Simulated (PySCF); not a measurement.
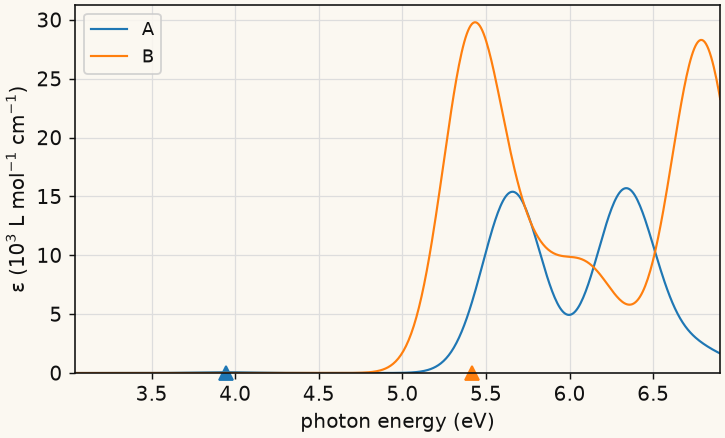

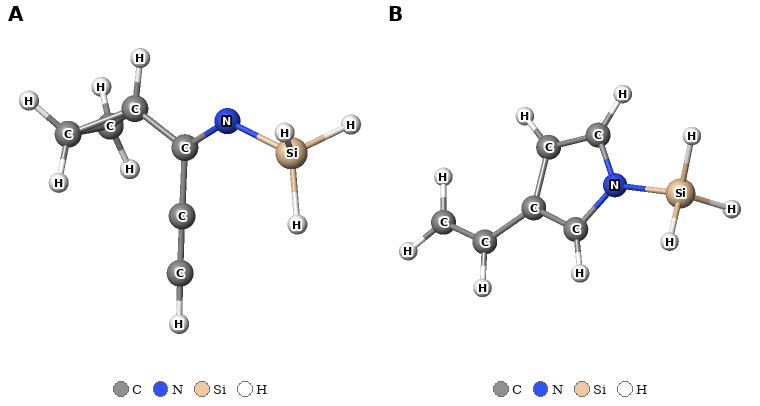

Related molecules: A is C₆H₉NSi, SMILES C#C/C(=N\[SiH3])C1CC1; B is C₆H₉NSi, SMILES C=Cc1ccn([SiH3])c1. Vertical TDDFT absorption, CAM-B3LYP/def2-SVPD with PySCF 2.14.0, at a PBE0-D3(BJ)/def2-SVP geometry (no frequency check); Gaussians of 1/e half-width 0.25 eV, triangles mark S1, and the range ends where the computed states of one molecule run out.

### How does the lowest singlet move?

A: 3.94 eV (f = 0.001, mainly HOMO → LUMO (96 %)); B: 5.42 eV (f = 0.439, mainly HOMO → LUMO (85 %)). From A to B it shifts 1.48 eV to the blue, but one of these states is bright and the other nearly dark, so it isn't one band that moves.

### And the brightest state of each within the range drawn?

A: S4 at 6.34 eV, f = 0.24; B: S1 at 5.42 eV, f = 0.44.

Limits of at least one run: core orbitals are frozen in the response; one conformer of a flexible molecule.
